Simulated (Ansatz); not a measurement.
## Nudged elastic band, with input and output: TaNH₃Cl₅

System: TaNH₃Cl₅.
Method: RKS PBE/def2-SVP (Ansatz 0.2.0).

It belongs to a series of runs on one base structure; here: band between the two ends. Figures and captions count atoms from 1; the log counts them from 0 in places.

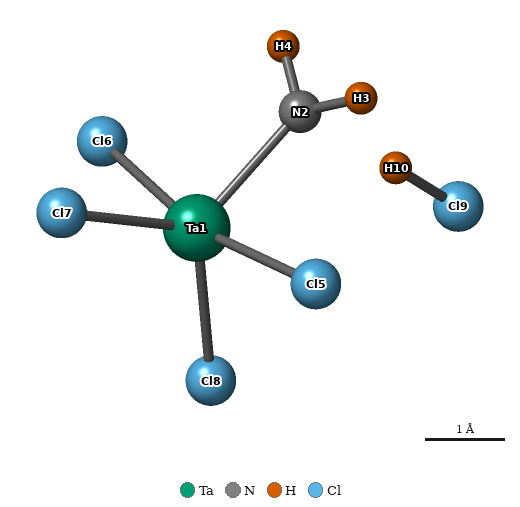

*The input geometry (ball-and-stick view, seen at a tilt; atoms are numbered from 1 in the order of the input). Sticks mark near contacts.*

### Input
```yaml
crystal:
  periodic: [false, false, false]
  atoms:
    - { symbol: Ta, position_ang: [-0.052495, 0.254171, 0.026375] }
    - { symbol: "N", position_ang: [1.928686, 0.010799, 0.220295] }
    - { symbol: H, position_ang: [2.434999, 0.272773, 1.074166] }
    - { symbol: H, position_ang: [2.558186, -0.049542, -0.588488] }
    - { symbol: Cl, position_ang: [0.028216, 0.681737, 2.330612] }
    - { symbol: Cl, position_ang: [0.366525, -0.201962, -2.235356] }
    - { symbol: Cl, position_ang: [-0.966274, 2.322251, -0.441562] }
    - { symbol: Cl, position_ang: [-1.470806, -1.545988, 0.269824] }
    - { symbol: Cl, position_ang: [2.223952, -3.216224, 0.871645] }
    - { symbol: H, position_ang: [2.117812, -1.928414, 0.611987] }
basis:
  gaussian: { orbitals: def2-SVP }
hamiltonian:
  xc: pbe
neb:
  order_check: false
  images: 6
  f_tol: 0.03
  max_iterations: 60
  climbing: false
  final_atoms:
    - { symbol: Ta, position_ang: [-0.01766912, -0.59155421, 0.19654363] }
    - { symbol: "N", position_ang: [2.27256361, 0.03288415, 0.23567207] }
    - { symbol: H, position_ang: [2.46994344, 0.68920156, 1.00479389] }
    - { symbol: H, position_ang: [2.56298789, 0.47884545, -0.64611753] }
    - { symbol: Cl, position_ang: [0.14572955, -0.04025446, 2.48833901] }
    - { symbol: Cl, position_ang: [0.48455418, -0.9701769, -2.07992402] }
    - { symbol: Cl, position_ang: [-0.26811531, 1.70442223, -0.28871141] }
    - { symbol: Cl, position_ang: [-2.23890126, -1.19023031, 0.15467964] }
    - { symbol: Cl, position_ang: [0.88940339, -2.71713233, 0.69761667] }
    - { symbol: H, position_ang: [2.86830464, -0.79640418, 0.37660603] }
  initial_path:
    images:
      - { positions_ang: [[-0.052495, 0.254171, 0.026375], [1.928686, 0.010799, 0.220295], [2.434999, 0.272773, 1.074166], [2.558186, -0.049542, -0.588488], [0.028216, 0.681737, 2.330612], [0.366525, -0.201962, -2.235356], [-0.966274, 2.322251, -0.441562], [-1.470806, -1.545988, 0.269824], [2.223952, -3.216224, 0.871645], [2.117812, -1.928414, 0.611987]] }
      - { positions_ang: [[-0.03420565, 0.18540396, 0.01151022], [2.09776664, -0.00808996, 0.15662744], [2.60501783, 0.04016287, 0.99287256], [2.70454095, 0.0793795, -0.64462346], [0.01795412, 0.52729792, 2.36214268], [0.2705853, -0.176895, -2.30876082], [-1.02259517, 2.28237116, -0.35743557], [-1.41701391, -1.70084757, 0.21360971], [1.82045154, -2.91420485, 1.04971586], [2.12629935, -1.71497703, 0.66383939]] }
      - { positions_ang: [[-0.0159163, 0.11663692, -0.00335457], [2.26684728, -0.02697893, 0.09295988], [2.77503667, -0.19244726, 0.91157911], [2.85089591, 0.20830101, -0.70075893], [0.00769224, 0.37285883, 2.39367337], [0.17464559, -0.151828, -2.38216565], [-1.07891634, 2.24249131, -0.27330913], [-1.36322181, -1.85570714, 0.15739543], [1.41695107, -2.61218569, 1.22778671], [2.13478669, -1.50154006, 0.71569177]] }
      - { positions_ang: [[0.00237305, 0.04786988, -0.01821935], [2.43592792, -0.04586789, 0.02929233], [2.9450555, -0.42505738, 0.83028567], [2.99725086, 0.33722251, -0.75689439], [-0.00256964, 0.21841975, 2.42520405], [0.07870589, -0.126761, -2.45557047], [-1.13523751, 2.20261147, -0.1891827], [-1.30942972, -2.01056671, 0.10118114], [1.01345061, -2.31016654, 1.40585757], [2.14327404, -1.28810309, 0.76754416]] }
      - { positions_ang: [[0.00734818, -0.07294801, 0.00609045], [2.48505329, -0.04271287, 0.03148905], [2.95004756, -0.36556759, 0.82037537], [2.99793685, 0.41270643, -0.76512718], [0.01421801, 0.11527811, 2.44773648], [0.0955672, -0.23650598, -2.4333659], [-1.03550056, 2.11435022, -0.1673469], [-1.41915762, -1.95974419, 0.08473194], [0.82280081, -2.23886773, 1.38099638], [2.25048727, -1.1263874, 0.73391831]] }
      - { positions_ang: [[-0.00099092, -0.24581674, 0.06957485], [2.4142234, -0.01751386, 0.09955006], [2.79001286, -0.01397787, 0.88184821], [2.85295386, 0.43475277, -0.7254573], [0.05805519, 0.06343392, 2.46127066], [0.22522953, -0.48106295, -2.31555194], [-0.77970548, 1.97770756, -0.20780174], [-1.6924055, -1.70323956, 0.10804784], [0.84500167, -2.39828926, 1.15320315], [2.4564264, -1.016393, 0.61481422]] }
      - { positions_ang: [[-0.00933002, -0.41868548, 0.13305924], [2.3433935, 0.00768514, 0.16761107], [2.62997815, 0.33761185, 0.94332105], [2.70797087, 0.45679911, -0.68578741], [0.10189237, 0.01158973, 2.47480483], [0.35489185, -0.72561992, -2.19773798], [-0.52391039, 1.84106489, -0.24825657], [-1.96565338, -1.44673494, 0.13136374], [0.86720253, -2.5577108, 0.92540991], [2.66236552, -0.90639859, 0.49571012]] }
      - { positions_ang: [[-0.01766912, -0.59155421, 0.19654363], [2.27256361, 0.03288415, 0.23567207], [2.46994344, 0.68920156, 1.00479389], [2.56298789, 0.47884545, -0.64611753], [0.14572955, -0.04025446, 2.48833901], [0.48455418, -0.9701769, -2.07992402], [-0.26811531, 1.70442223, -0.28871141], [-2.23890126, -1.19023031, 0.15467964], [0.88940339, -2.71713233, 0.69761667], [2.86830464, -0.79640418, 0.37660603]] }
```

Run as:
```bash
ansatz run input.yaml --threads 4 --pin off --max-ram 5120MiB --backend cpu --events-out ev --progress --plain --runs-dir out
```

### Log
```
Engine: ansatz 0.2.0, aarch64-unknown-linux-gnu
Functional definition: PBE
  parameter kappa = 0.804
  parameter beta = 0.06672455060314922
  exchange = pbe_x(kappa = kappa, mu = beta*pi^2/3)
  correlation = pbe_c(beta = beta)
1625 factors; their error is unknown
mean field evaluation 1: about -65655.8650 eV, gradient 6.5e1 eV
mean field evaluation 2: about -65556.2749 eV, gradient 1.8e2 eV
mean field evaluation 4: about -65660.7914 eV, gradient 4.1e1 eV
mean field evaluation 8: about -65664.8312 eV, gradient 3.1e-1 eV
mean field evaluation 16: about -65664.7354 eV, gradient 2.4e-3 eV
mean field -65664.73544716 eV, -2413.1345185268 hartree, gradient 3.5e-5 eV, S^2 0.000000; 0 other end points of the search recorded, 0 dependent functions left out
the calculation of the forces begins
reference -65664.73551134 eV, -2413.1345208855 hartree; 54, 54 occupied and 97, 97 virtual orbitals, 1625 factors
1625 factors; their error is unknown
mean field evaluation 32: about -65666.1746 eV, gradient 1.4e-1 eV
mean field -65666.17464042 eV, -2413.1874079035 hartree, gradient 4.7e-5 eV, S^2 0.000000; 0 other end points of the search recorded, 0 dependent functions left out
[... from here on the field's lines of each further geometry are left out, up to the last ...]
NEB iter   1: max|band force component| = 1.065e1 eV/Å  barrier→ = 4.6457 eV  barrier← = 6.0849 eV  Δτ_max = 0.2000 Å  (288 SCF iters)
NEB iter   2: max|band force component| = 2.582e0 eV/Å  barrier→ = 2.0065 eV  barrier← = 3.4457 eV  Δτ_max = 0.2000 Å  (244 SCF iters)
NEB iter   3: max|band force component| = 2.373e0 eV/Å  barrier→ = 0.6437 eV  barrier← = 2.0829 eV  Δτ_max = 0.1961 Å  (227 SCF iters)
NEB iter   4: max|band force component| = 1.445e0 eV/Å  barrier→ = 0.3441 eV  barrier← = 1.7833 eV  Δτ_max = 0.2000 Å  (214 SCF iters)
NEB iter   5: max|band force component| = 1.168e0 eV/Å  barrier→ = 0.1356 eV  barrier← = 1.5748 eV  Δτ_max = 0.1981 Å  (208 SCF iters)
NEB iter   6: max|band force component| = 5.934e-1 eV/Å  barrier→ = 0.0992 eV  barrier← = 1.5384 eV  Δτ_max = 0.2000 Å  (204 SCF iters)
NEB iter   7: max|band force component| = 3.542e-1 eV/Å  barrier→ = 0.0847 eV  barrier← = 1.5239 eV  Δτ_max = 0.1188 Å  (212 SCF iters)
NEB iter   8: max|band force component| = 2.586e-1 eV/Å  barrier→ = 0.0737 eV  barrier← = 1.5129 eV  Δτ_max = 0.0447 Å  (208 SCF iters)
NEB iter   9: max|band force component| = 2.161e-1 eV/Å  barrier→ = 0.0720 eV  barrier← = 1.5112 eV  Δτ_max = 0.0286 Å  (192 SCF iters)
NEB iter  10: max|band force component| = 9.650e-2 eV/Å  barrier→ = 0.0708 eV  barrier← = 1.5100 eV  Δτ_max = 0.0119 Å  (191 SCF iters)
NEB iter  11: max|band force component| = 9.693e-2 eV/Å  barrier→ = 0.0706 eV  barrier← = 1.5098 eV  Δτ_max = 0.0059 Å  (197 SCF iters)
NEB iter  12: max|band force component| = 4.289e-2 eV/Å  barrier→ = 0.0706 eV  barrier← = 1.5097 eV  Δτ_max = 0.0119 Å  (197 SCF iters)
the calculation of the forces begins
reference -65666.11755911 eV, -2413.1853102042 hartree; 54, 54 occupied and 97, 97 virtual orbitals, 1625 factors
1625 factors; their error is unknown
mean field -65664.66490142 eV, -2413.1319260186 hartree, gradient 1.4e-5 eV, S^2 0.000000; 1 other end points of the search recorded, 0 dependent functions left out
the calculation of the forces begins
reference -65664.66496583 eV, -2413.1319283859 hartree; 54, 54 occupied and 97, 97 virtual orbitals, 1625 factors
NEB iter  13: max|band force component| = 2.889e-2 eV/Å  barrier→ = 0.0705 eV  barrier← = 1.5097 eV  Δτ_max = 0.0000 Å  (391 SCF iters)
```

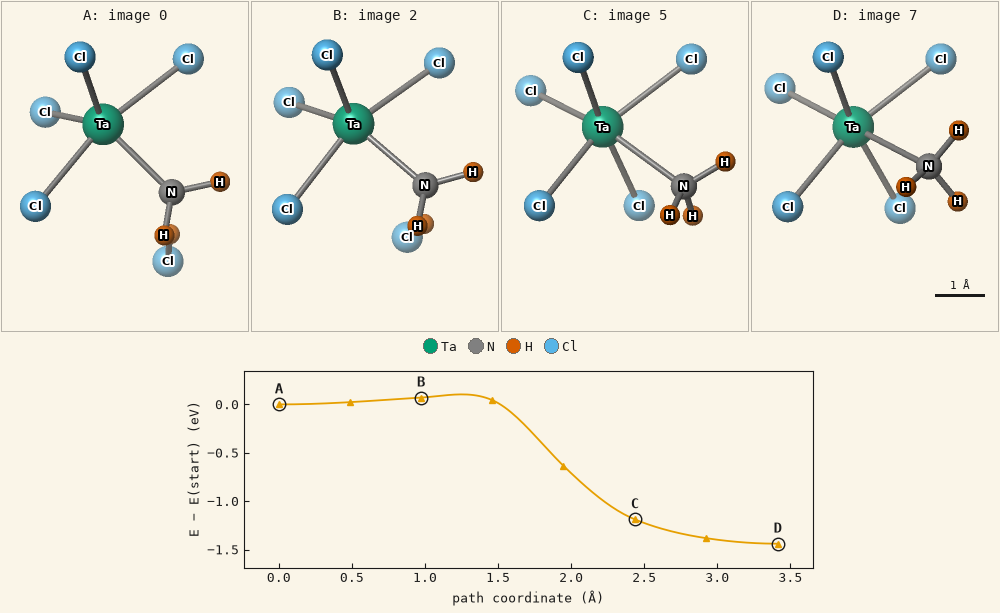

*Images of the last band (counted from 0; ball-and-stick, seen at a tilt) above the energy along the path; the line is a cubic interpolation that uses the forces.*

The highest image is number 2, 0.071 eV above the start and 1.510 eV above the end; the end lies 1.439 eV below the start. The path is 3.41 Å long. The band converged in 13 iterations.

```
Total energy: -65664.66496583 eV, -2413.1319283859 hartree
Atom 0 at     0.020730     0.072484     0.067610 Å, force    -0.002059     0.024453    -0.007191 eV/Å
Atom 1 at     2.048592     0.116485     0.206998 Å, force    -0.017816     0.023479    -0.006631 eV/Å
Atom 2 at     2.540256     0.447698     1.045196 Å, force    -0.006676    -0.005708     0.001003 eV/Å
Atom 3 at     2.661343     0.119705    -0.616756 Å, force    -0.006532    -0.006076     0.000749 eV/Å
Atom 4 at     0.143568     0.352542     2.390453 Å, force    -0.005700     0.011828    -0.003092 eV/Å
Atom 5 at     0.474752    -0.548122    -2.145563 Å, force    -0.007290     0.013031    -0.001124 eV/Å
Atom 6 at    -0.843066     2.134294    -0.405114 Å, force    -0.008407     0.026239    -0.005389 eV/Å
Atom 7 at    -1.700577    -1.477119     0.250430 Å, force     0.017084    -0.000591     0.000626 eV/Å
Atom 8 at     1.711929    -2.939325     0.782146 Å, force     0.042872    -0.035658     0.010973 eV/Å
Atom 9 at     2.111274    -1.679041     0.564097 Å, force    -0.005474    -0.050998     0.010076 eV/Å
Dipole moment:     0.447689     0.476438    -0.061274 e Å
this run last wrote the band of iteration 13 to [file]
```

### The last band as extended XYZ (Å, eV, eV/Å)
```
10
Properties=species:S:1:pos:R:3:forces:R:3 image=0 energy=-65664.73545
Ta   -0.0525    0.2542    0.0264   -0.0038   0.0008  -0.0003
N     1.9287    0.0108    0.2203    0.0018   0.0003   0.0008
H     2.4350    0.2728    1.0742    0.0014  -0.0004   0.0000
H     2.5582   -0.0495   -0.5885    0.0018  -0.0005  -0.0003
Cl    0.0282    0.6817    2.3306   -0.0004   0.0005   0.0010
Cl    0.3665   -0.2020   -2.2354   -0.0004  -0.0003  -0.0006
Cl   -0.9663    2.3223   -0.4416    0.0001   0.0003  -0.0001
Cl   -1.4708   -1.5460    0.2698    0.0003  -0.0014   0.0000
Cl    2.2240   -3.2162    0.8716   -0.0009   0.0026  -0.0007
H     2.1178   -1.9284    0.6120    0.0001  -0.0020   0.0002
10
Properties=species:S:1:pos:R:3:forces:R:3 image=1 energy=-65664.71221
Ta   -0.0184    0.1750    0.0433   -0.0059   0.0166  -0.0058
N     1.9875    0.0812    0.2111   -0.0054  -0.0051   0.0019
H     2.4866    0.3802    1.0572   -0.0113  -0.0137  -0.0007
H     2.6098    0.0529   -0.6050   -0.0100  -0.0139   0.0034
Cl    0.0811    0.5059    2.3620   -0.0110   0.0293  -0.0041
Cl    0.4196   -0.3930   -2.1887   -0.0112   0.0290  -0.0065
Cl   -0.8972    2.2412   -0.4304   -0.0086   0.0209  -0.0044
Cl   -1.5757   -1.5227    0.2632    0.0218  -0.0062   0.0024
Cl    1.9661   -3.1075    0.8338    0.0436  -0.0282   0.0097
H     2.1095   -1.8137    0.5930   -0.0022  -0.0287   0.0042
10
Properties=species:S:1:pos:R:3:forces:R:3 image=2 energy=-65664.66490
Ta    0.0207    0.0725    0.0676   -0.0021   0.0245  -0.0072
N     2.0486    0.1165    0.2070   -0.0178   0.0235  -0.0066
H     2.5403    0.4477    1.0452   -0.0067  -0.0057   0.0010
H     2.6613    0.1197   -0.6168   -0.0065  -0.0061   0.0007
Cl    0.1436    0.3525    2.3905   -0.0057   0.0118  -0.0031
Cl    0.4748   -0.5481   -2.1456   -0.0073   0.0130  -0.0011
Cl   -0.8431    2.1343   -0.4051   -0.0084   0.0262  -0.0054
Cl   -1.7006   -1.4771    0.2504    0.0171  -0.0006   0.0006
Cl    1.7119   -2.9393    0.7821    0.0429  -0.0357   0.0110
H     2.1113   -1.6790    0.5641   -0.0055  -0.0510   0.0101
10
Properties=species:S:1:pos:R:3:forces:R:3 image=3 energy=-65664.68976
Ta    0.0314   -0.0674    0.1024    0.0130  -0.2045   0.0272
N     2.1431   -0.0492    0.2431    0.1511  -0.1897   0.0438
H     2.5695    0.4353    1.0431    0.0261  -0.0125   0.0069
H     2.6844    0.1178   -0.6145    0.0223  -0.0056  -0.0018
Cl    0.1753    0.3292    2.4032    0.0322  -0.0189   0.0136
Cl    0.4861   -0.5399   -2.1436    0.0297  -0.0189   0.0045
Cl   -0.8061    2.0243   -0.3553    0.0422  -0.1661   0.0356
Cl   -1.7754   -1.4821    0.2501   -0.0969  -0.0248  -0.0025
Cl    1.5146   -2.7640    0.7124   -0.2796   0.2581  -0.0667
H     2.1458   -1.4045    0.4986    0.0599   0.3829  -0.0607
10
Properties=species:S:1:pos:R:3:forces:R:3 image=4 energy=-65665.36903
Ta    0.0198   -0.2415    0.1446   -0.0394  -0.5802   0.0932
N     2.2331   -0.0996    0.2485    0.2881  -0.1438   0.0473
H     2.6092    0.4358    1.0403    0.1011   0.0521   0.0044
H     2.7079    0.1422   -0.6295    0.1005   0.0534  -0.0160
Cl    0.2111    0.2926    2.4218    0.0448  -0.0231   0.0100
Cl    0.4765   -0.5125   -2.1413    0.0423  -0.0214   0.0032
Cl   -0.7619    1.9252   -0.2834    0.1474  -0.3535   0.0711
Cl   -1.8670   -1.5070    0.2597   -0.2933  -0.0926  -0.0015
Cl    1.2394   -2.6592    0.6376   -0.8908   0.3664  -0.1124
H     2.3008   -1.1763    0.4412    0.4992   0.7427  -0.0993
10
Properties=species:S:1:pos:R:3:forces:R:3 image=5 energy=-65665.92317
Ta   -0.0070   -0.4094    0.1704   -0.0357  -0.2332   0.0383
N     2.2872   -0.0586    0.2466    0.0713   0.0632  -0.0150
H     2.6300    0.5205    1.0237    0.0312   0.1059  -0.0180
H     2.7299    0.2192   -0.6387    0.0323   0.1066  -0.0146
Cl    0.2180    0.2315    2.4284    0.0158  -0.1021   0.0187
Cl    0.4935   -0.5980   -2.1263    0.0171  -0.1007   0.0248
Cl   -0.6797    1.8053   -0.2743    0.1203  -0.1608   0.0374
Cl   -2.0395   -1.4612    0.2402   -0.2475   0.0710  -0.0283
Cl    1.0069   -2.6009    0.6294   -0.3294   0.0780  -0.0334
H     2.5296   -1.0488    0.4402    0.3246   0.1721  -0.0100
10
Properties=species:S:1:pos:R:3:forces:R:3 image=6 energy=-65666.11749
Ta   -0.0255   -0.5131    0.1851   -0.0086  -0.0490   0.0081
N     2.2899   -0.0096    0.2416    0.0044   0.0287  -0.0126
H     2.5698    0.6352    0.9940   -0.0275   0.0455  -0.0125
H     2.6762    0.3284   -0.6510   -0.0288   0.0516  -0.0095
Cl    0.1937    0.0893    2.4580   -0.0065  -0.0759   0.0188
Cl    0.4911   -0.7722   -2.1047   -0.0053  -0.0759   0.0115
Cl   -0.4914    1.7495   -0.2726    0.0926  -0.0244   0.0105
Cl   -2.1743   -1.3298    0.1998   -0.0668   0.0677  -0.0173
Cl    0.9138   -2.6544    0.6499   -0.0483  -0.0281   0.0030
H     2.7255   -0.9237    0.4393    0.0949   0.0599   0.0000
10
Properties=species:S:1:pos:R:3:forces:R:3 image=7 energy=-65666.17464
Ta   -0.0177   -0.5916    0.1965    0.0041   0.0042  -0.0016
N     2.2726    0.0329    0.2357   -0.0074  -0.0026  -0.0012
H     2.4699    0.6892    1.0048    0.0028   0.0015   0.0001
H     2.5630    0.4788   -0.6461    0.0029   0.0016   0.0001
Cl    0.1457   -0.0403    2.4883   -0.0019  -0.0014   0.0039
Cl    0.4846   -0.9702   -2.0799   -0.0009  -0.0034  -0.0020
Cl   -0.2681    1.7044   -0.2887   -0.0024   0.0015   0.0000
Cl   -2.2389   -1.1902    0.1547    0.0005   0.0021  -0.0001
Cl    0.8894   -2.7171    0.6976    0.0013  -0.0039   0.0003
H     2.8683   -0.7964    0.3766    0.0011   0.0004   0.0004
```

### Summary

```tsv
quantity	value
outcome	converged
barrier, forward	0.070 eV
barrier, backward	1.510 eV
hardware	4 threads of Arm Neoverse V2, 24 GiB of memory available, shared host
wall time	3.2 min (CPU time 12 min)
peak memory	0.26 GiB
```

### Remarks

The order of the saddle point was not checked.
